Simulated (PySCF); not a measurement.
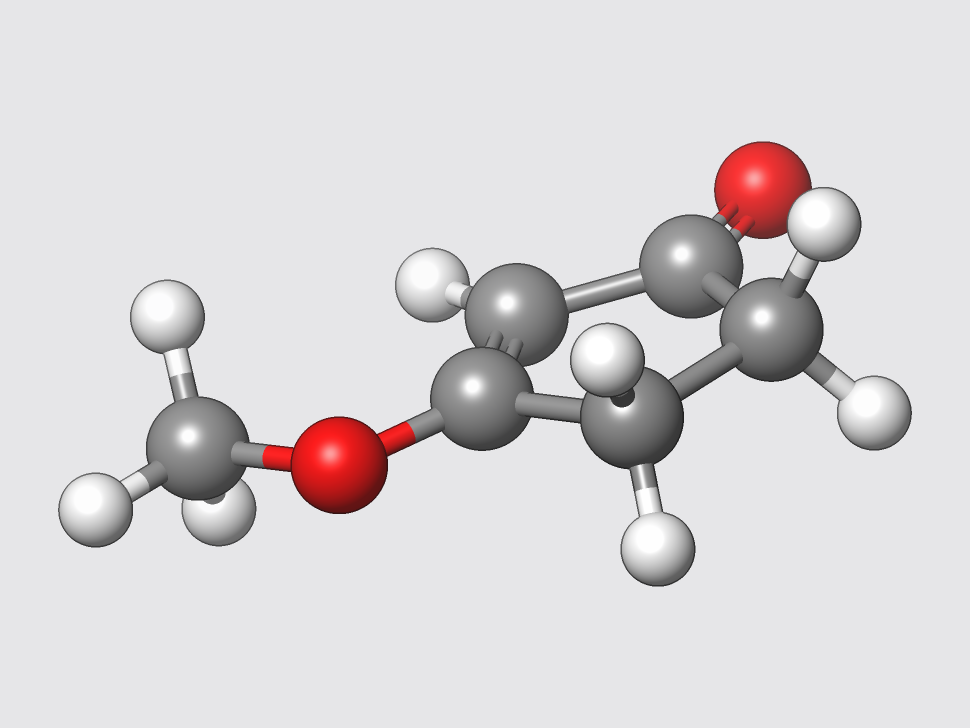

Multiple sticks mark multiple bonds (one Kekulé form). Colours: carbon grey, oxygen red, hydrogen white.

The geometry was computed by an optimisation with GFN2-xTB. No frequency run is at hand to confirm it as a minimum.

Question: Count the atoms of each element.

Answer: C₆H₈O₂, 16 atoms: 6 carbon, 8 hydrogen and 2 oxygen.

Question: Which point group does it belong to?

Answer: Cs.

Question: Describe its rings.

Answer: Independent rings (smallest set): 1 of 5 members.

Question: Name functional groups in it.

Answer: Among them: ether, ketone, alkene.

Question: Write the SMILES.

Answer: COC1=CC(=O)CC1

The parts below concern this one geometry. Atoms keep their numbers from picture to picture.

### Geometry

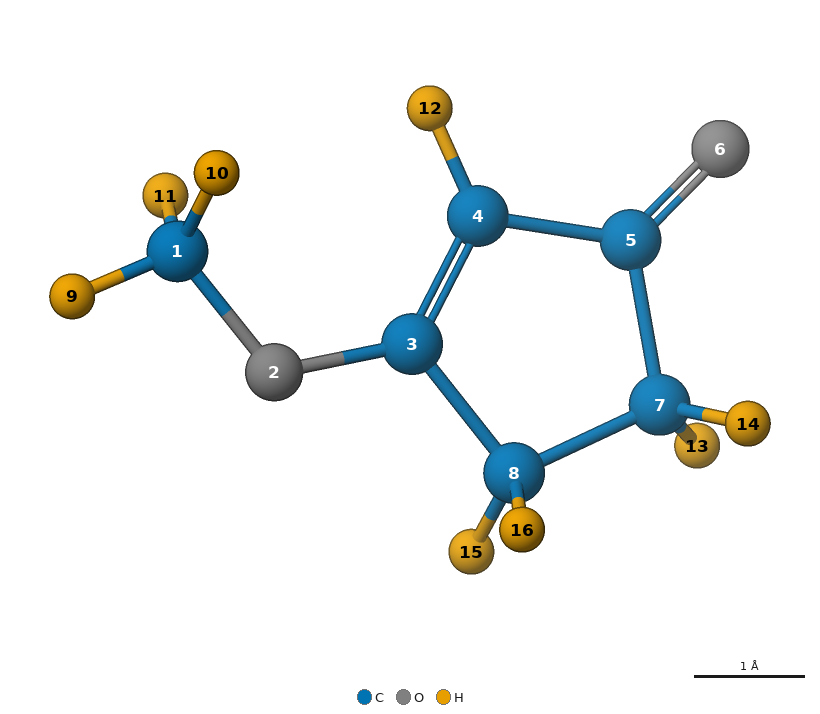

No frequency run is at hand to confirm it as a minimum.

Give these bond angles: C1–O2–C3, O2–C1–H10, O2–C3–C4, O2–C3–C8, C3–C4–C5, C3–C4–H12, C3–C8–C7, C3–C8–H15, C5–C7–C8, C5–C7–H13, C7–C8–H15, C8–C7–H13.

| angle | degrees |
| --- | --- |
| C1–O2–C3 | 117.2 |
| O2–C1–H10 | 110.9 |
| O2–C3–C4 | 130.4 |
| O2–C3–C8 | 116.9 |
| C3–C4–C5 | 110.5 |
| C3–C4–H12 | 127.6 |
| C3–C8–C7 | 103.9 |
| C3–C8–H15 | 110.1 |
| C5–C7–C8 | 105.6 |
| C5–C7–H13 | 109.2 |
| C7–C8–H15 | 112.7 |
| C8–C7–H13 | 112.7 |

### Excitation

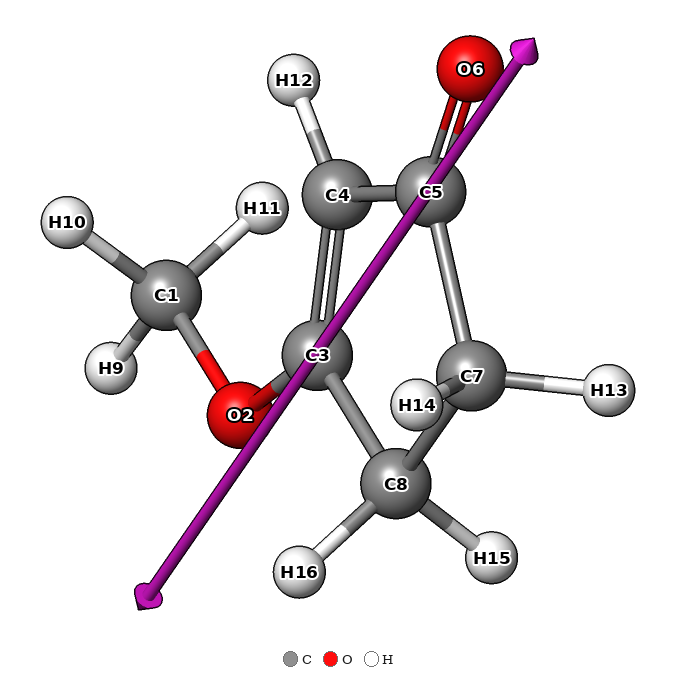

The double arrow shows the direction of the transition dipole to excited singlet state 2 (its length means nothing). No frequency run is at hand to confirm it as a minimum. Level of theory: TDDFT PBE0/def2-SVPD, vertical, gas phase, core orbitals frozen in the response (PySCF 2.14.0).

Question: How is the transition polarised?

Answer: Nearly parallel to the C7–C8 bond.

Question: Where does the transition lie, and how strong is it?

Answer: 5.96 eV (208 nm), oscillator strength 0.39, mainly HOMO−1 → LUMO (weight 0.94); transition dipole 4.17 D.

### NMR shielding

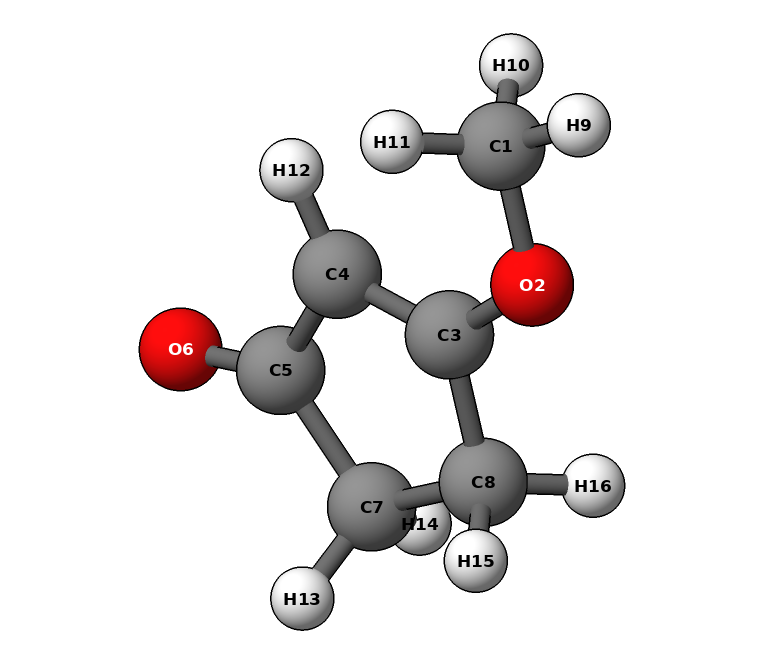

No frequency run is at hand to confirm it as a minimum. Properties computed with GIAO PBE0/pcSseg-1 NMR shielding, non-relativistic, gas phase (PySCF 2.14.0). Principal shieldings σ11 ≤ σ22 ≤ σ33, span Ω = σ33 − σ11, skew κ = 3(σiso − σ22)/Ω.

Question: Which C atom has the most anisotropic shielding?

Answer: C3, with a span of 195 ppm.

Give the shielding tensors of the C atoms.

| atom | σ11 | σ22 | σ33 | σiso | Ω | κ |
| --- | --- | --- | --- | --- | --- | --- |
| C1 | 99.0 | 103.9 | 180.8 | 127.9 | 81.8 | 0.88 |
| C3 | −111.3 | −6.2 | 84.2 | −11.1 | 195.4 | −0.07 |
| C4 | 21.1 | 61.2 | 150.8 | 77.7 | 129.7 | 0.38 |
| C5 | −98.7 | −23.9 | 69.5 | −17.7 | 168.2 | 0.11 |
| C7 | 132.9 | 144.2 | 174.0 | 150.4 | 41.1 | 0.45 |
| C8 | 137.3 | 153.8 | 174.6 | 155.2 | 37.3 | 0.12 |

Shieldings and span in ppm.

### Polarisability

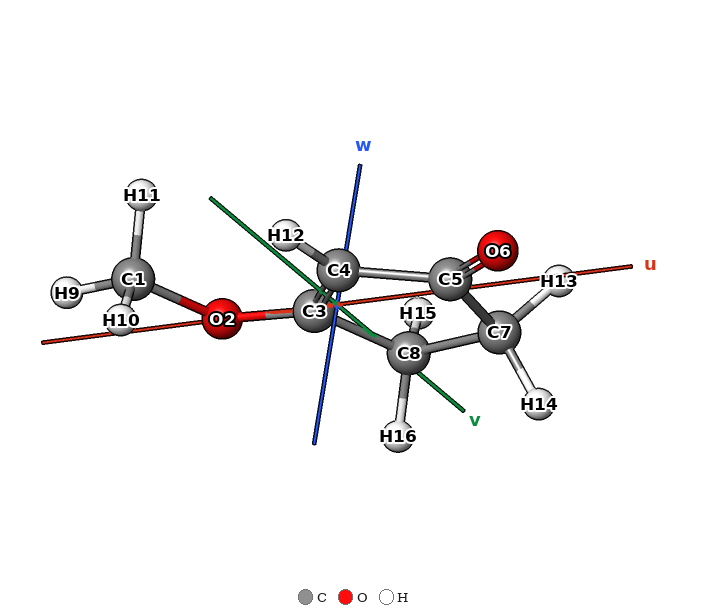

The lines u, v and w are the principal axes of the static dipole polarisability. No frequency run is at hand to confirm it as a minimum. Method: PBE0/def2-SVPD (PySCF 2.14.0).

Question: Along which axis is the molecule most polarisable, and along which least?

Answer: Most along u (nearly parallel to the O2–C3 bond), least along w.

Question: Give the three principal values.

Answer: u 102.0, v 78.2, w 54.2 bohr³; mean 78.1, anisotropy 41.4 bohr³.

### Ring current

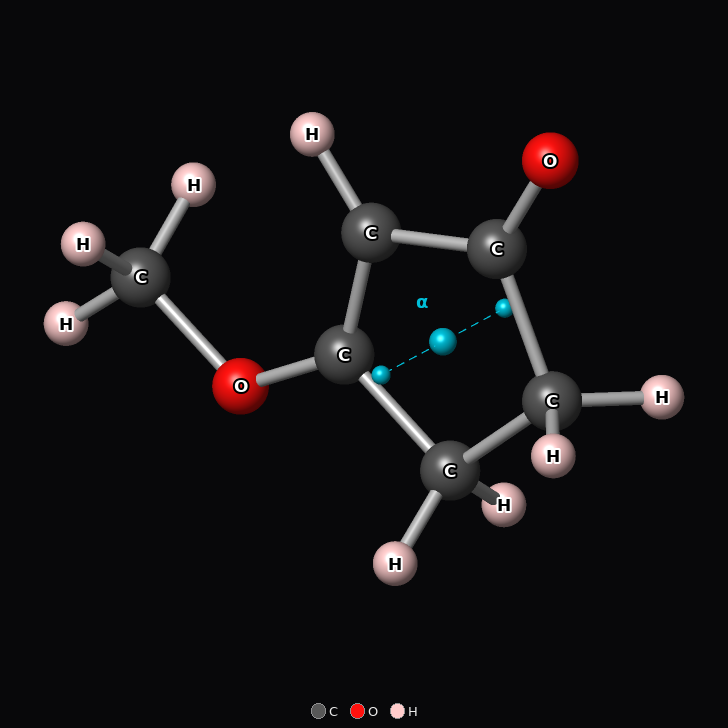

The small points mark where nucleus-independent chemical shifts (NICS) were computed: at the centre of each lettered ring and 1 Å above and below it. No frequency run is at hand to confirm it as a minimum. Properties computed with GIAO PBE0/pcSseg-1 NMR shielding, non-relativistic, gas phase (PySCF 2.14.0).

Give NICS(0), NICS(1) and the out-of-plane component NICS(1)zz for each ring (means of the two sides).

```csv
ring,members,NICS(0),NICS(1),NICS(1)zz
α,C5,−1.0,−3.4,−3.9
```

Values in ppm.

Question: What do the values say about the ring currents?

Answer: Ring α: weak, as in a non-aromatic ring. NICS is one index among several.
